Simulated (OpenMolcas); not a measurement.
```
&GATEWAY
Basis set
Ti.ANO-RCC-VDZP.
Ti1 0.0 0.0 0.0 Angstrom
End of basis
Basis set
F.ANO-RCC-VDZP.
L1 2.368000 0.000000 0.000000 Angstrom
L2 0.000000 2.368000 0.000000 Angstrom
L3 0.000000 0.000000 2.368000 Angstrom
End of basis
Basis set
Na.EMB-AIMP.Seijo.6s3p.1s1p.ECP.NaF.
PseudoCharge
* 3 symmetry-unique lattice sites within 7.6 angstrom
End of basis
Basis set
Na.EMB-AIMP.Seijo.0s.0s.ECP.NaF.
PseudoCharge
* 36 symmetry-unique lattice sites within 7.6 angstrom
End of basis
Basis set
F.EMB-AIMP.Seijo.0s.0s.ECP.NaF.
PseudoCharge
* 31 symmetry-unique lattice sites within 7.6 angstrom
End of basis
Symmetry
XYZ
AngMom=0.0 0.0 0.0
AMFI
RICD
XField
1025 Angstrom 0
* Evjen-weighted lattice charges
&SEWARD
&RASSCF
FileOrb=start.orb
Symmetry=1
Spin=3
nActEl=2 0 0
Inactive=18 21
Ras2=5 0
CIRoot=10 10 1
SDav=10
CIMx=300
Iter=150 100
PrWF=0.3
OrbListing=Nothing
MaxOrb=0
LevShft=1.0
>>> COPY $Project.JobIph JOB001
&RASSCF
FileOrb=start.orb
Symmetry=1
Spin=1
nActEl=2 0 0
Inactive=18 21
Ras2=5 0
CIRoot=15 15 1
SDav=15
CIMx=300
Iter=150 100
PrWF=0.3
OrbListing=Nothing
MaxOrb=0
LevShft=1.0
>>> COPY $Project.JobIph JOB002
&RASSI
NrOfJobIphs=2 10 15
1 2 3 4 5 6 7 8 9 10
1 2 3 4 5 6 7 8 9 10 11 12 13 14 15
IphNames
JOB001
JOB002
EJob
SpinOrbit
DIPRint=1.0
SOCoupling=1000.0
Subsets=2
Property=9
'ANGMOM' 1 'ANGMOM' 2 'ANGMOM' 3 'MLTPL  1' 1 'MLTPL  1' 2 'MLTPL  1' 3
'AMFI' 1 'AMFI' 2 'AMFI' 3
SOProperty=3
'ANGMOM' 1 'ANGMOM' 2 'ANGMOM' 3
```

Command:
```bash
OMP_NUM_THREADS=1 MOLCAS_MEM=2457 MOLCAS_PROJECT=a pymolcas a.inp > a.log  # once for each step of the input, in one work folder
```

Computed with OpenMolcas: state-averaged CASSCF, active space 2 electrons in the shell 3d, basis ANO-RCC-VDZP on all atoms, DKH2 scalar Hamiltonian, spin-orbit coupling by RASSI with atomic mean-field integrals. Powder susceptibility by Van Vleck's formula.

Ti²⁺ (3d²) as a dopant in NaF, a cluster with its 6 nearest F⁻ at 2.368 Å (octahedron) embedded in model potentials and point charges; the geometry was set, not optimised. The cluster and the levels that result:

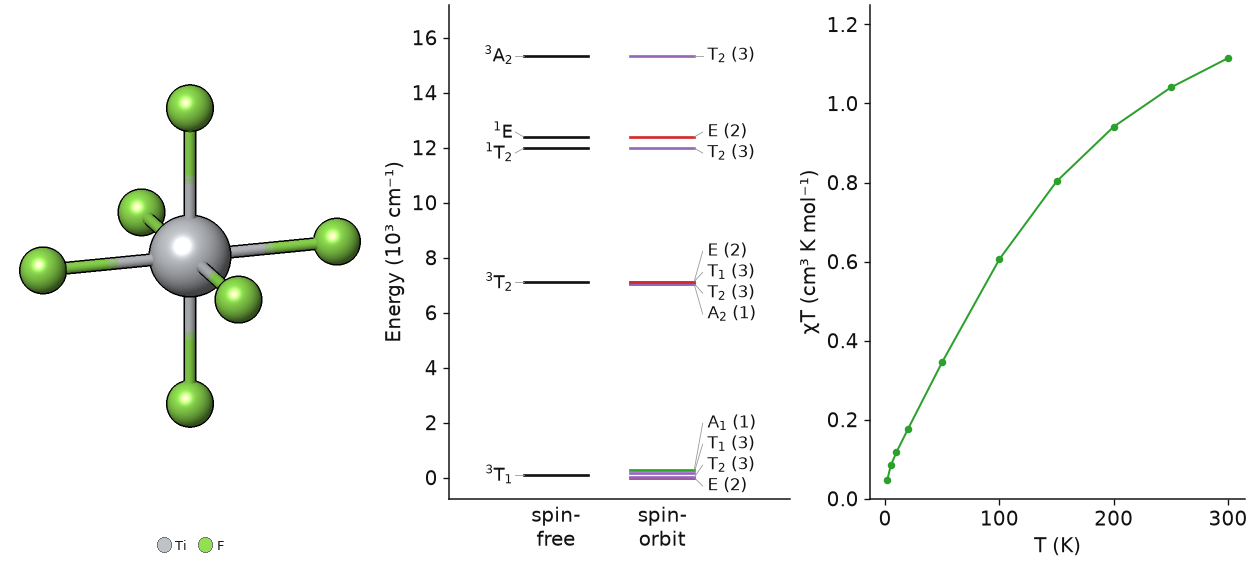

Labels give the representation in O, Td, D4 or D3 as the site allows (double group for half-integer spin) where it could be assigned and, in brackets, the degeneracy; spin-free states, where drawn, share the zero of the spin-orbit levels.

The ground level is E, doubly degenerate, 100 % from states of spin multiplicity 3. Its principal g values are all close to zero. The next level lies at 4.1 cm⁻¹ (T₂). The lowest spin-free state is ³T₁, from the free-ion F term; of the same spin there follow at 7,000 cm⁻¹ (³T₂) and 15,300 cm⁻¹ (³A₂) above it. A ligand-field fit to the spin-free states gives |10Dq| = 8,370 cm⁻¹, B = 863 and C = 3,180 cm⁻¹ (rms misfit 100 cm⁻¹). χT is 0.0478 cm³ K mol⁻¹ at 2 K and 1.11 at 300 K, an effective moment of 2.99 μB. The active orbitals hold 94 to 98 % metal character (Löwdin), and the Mulliken charge of the metal is +1.59.

Caveat: the geometry is set by hand, with no relaxation and no charge compensation.
